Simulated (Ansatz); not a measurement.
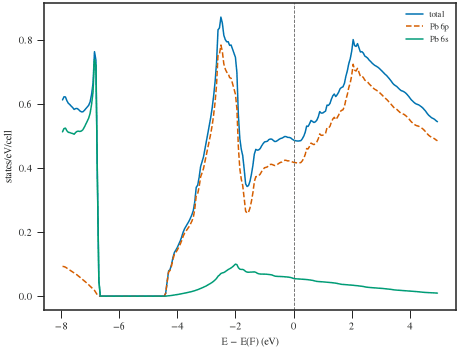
*Total and projected density of states of Pb (fcc (Cu type), Fm-3m), DFT-LDA in the program Ansatz with PAW potentials*

**Question.** Which orbitals carry the states next to the Fermi level?

**Answer.** Within 0.5 eV of the Fermi level: Pb 6p 86 %, Pb 6s 11 %. Projections are on Löwdin-orthogonalised atomic valence shells; empty p or d shells of many metals are not among them.

**Question.** Where is the tallest occupied peak in this window, and what makes it?

**Answer.** Near -2.5 eV, about 0.87 states/eV per cell; the largest projected share is Pb 6p.

The LDA relaxation kept the symmetry of its start. Spin–orbit coupling is left out wherever it is not named.

Potentials: the earlier of the program's two PAW sets. The files were generated under PBE; for other functionals the program regenerates the frozen cores, and for LDA and PBEsol the local potential too.
